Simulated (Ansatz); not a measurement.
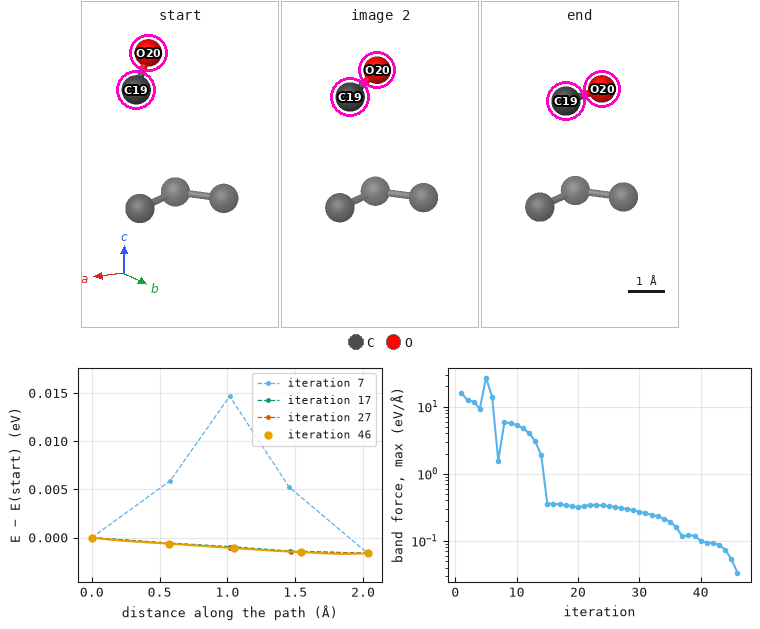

NEB run on CO on graphene monolayer (20 atoms in the cell). Images are numbered from 0 (start) to 4 (end). The plot follows the band through its iterations. Style: ball-and-stick. Shown: the atoms within 4.5 Å of the middle of the path, from a free direction. The atoms that move most are ringed. Bonds to atoms that aren't drawn are left out.

These are results of DFT PBE, scalar-relativistic, plane waves, PAW (Ansatz), not measurements. Set-up: plane-wave cutoff 420 eV; k-point mesh 2 × 2 × 1; Fermi-Dirac smearing 0.05 eV; 3 movable images; climbing image; force threshold 0.05 eV/Å; iteration limit 50; optimiser FIRE; largest step 0.5 Å.

### How did the profile develop, and is the result final?

The run is converged, with reservations. The band converged in 46 iterations. The largest component of the band force went from 16 to 0.034 eV/Å. The step length is far from the usual. The first iteration put the highest image at 0.975 eV. No barrier shows: the energy is highest at the start, and the end lies 0.002 eV below the start.

Limits of the set-up: the periodic images lie only 7.4 Å apart, so the values are limited by the cell's size.

The run took 4.7 min on 1 thread of AMD EPYC 9R45 96-Core Processor (Zen 5), on a shared host, peak memory 0.9 GiB.

PAW datasets: the set soft_1.
